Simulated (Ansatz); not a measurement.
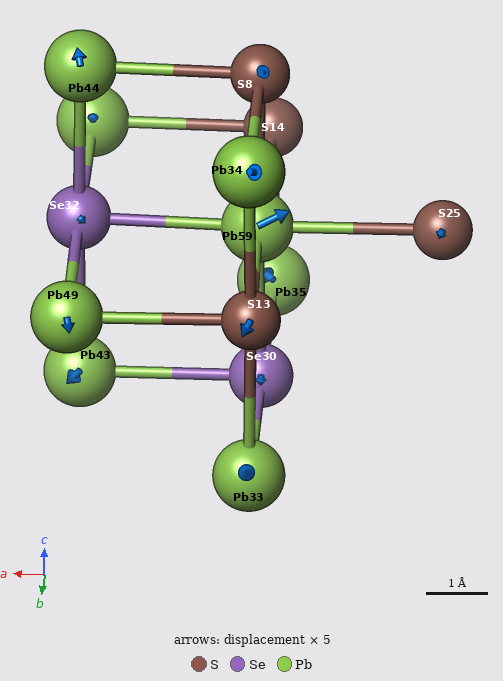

A relaxation of solid S$_{26}$Se$_{6}$Pb$_{32}$ (a generated structure, set up in P1). The starting structure is drawn; blue arrows show the displacements, magnified 5 times.

A ball-and-stick model of the atoms within 4.2 Å of the atom that moves most (axes of the cell of the calculation), seen from a free direction.

The calculation used Ansatz, DFT, PBEsol, PAW, plane waves. Set-up: plane-wave cutoff 420 eV; k-point mesh 1 × 1 × 1; mesh shifted by (0.25, 0.25, 0.25); no spin polarisation; cell relaxed at fixed shape; force threshold 0.03 eV/Å; at most 80 steps.

> Which element moves most?

Lead: up to 0.12 Å, against 0.07 Å for sulfur.

> What did the optimiser do to the structure, and how much energy did it gain?

The atom that moves furthest relative to the cell is a Pb atom (0.12 Å along [−3 −1 1]). By element the largest moves are Pb 0.12 Å, S 0.07 Å, Se 0.06 Å. The volume changes by −0.1 %, with a = b = c 11.876 → 11.873 Å (0.0 %). Some distances before and after: Pb–S 3.044 → 2.915 Å, Pb–Se 2.938 → 3.021 Å, Pb–S 2.984 → 2.925 Å, Pb–Se 2.964 → 3.022 Å. Bond angles that change, for instance: S–Pb–Se 92.8° → 89.2°, Se–Pb–Se 91.4° → 88.2°, S–Pb–S 88.4° → 91.5°. The space group stays P1 (No. 1). After 3 geometry steps the energy has fallen by 0.408 eV per cell of the calculation. Largest force component: 0.53 eV/Å at the start, 0.0072 eV/Å at the end. Pressure: 0.06 GPa at the start and 0.01 GPa at the end. Cost: 5.4 s on 1 × NVIDIA GB200 with 8 threads of Arm Neoverse-V2, peak memory 2 GiB.
